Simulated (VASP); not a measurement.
Energy against volume of TiCo (CsCl type). These are SCAN meta-GGA, VASP's PBE PAW potentials (set 64) (plane waves; VASP) values and carry that method's errors.

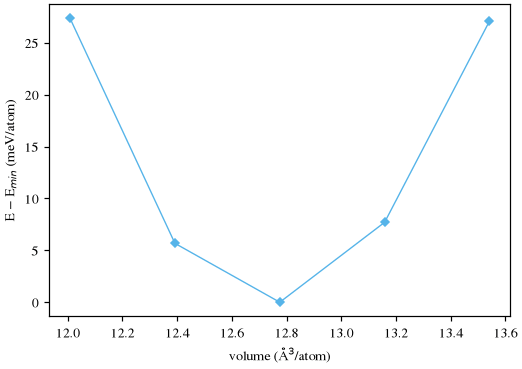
*Energy against volume*

Problem. Estimate the equilibrium volume and the bulk modulus.

Solution. The minimum lies near 12.7 Å³/atom, and the curvature gives B0 of about 190 GPa.

Measured: bulk modulus 154 GPa (computed value off by +23.8 %), a 2.995 Å (computed value off by -1.8 %), as given by Yamada et al., (2019), arXiv:1910.09660. The calculation is for a static lattice, while the measured bulk modulus, a hold thermal and zero-point effects, which are part of the difference.

The compound is TiCo in the CsCl type structure. It was relaxed first. The run is not spin-polarised, so no magnetic state was tried.
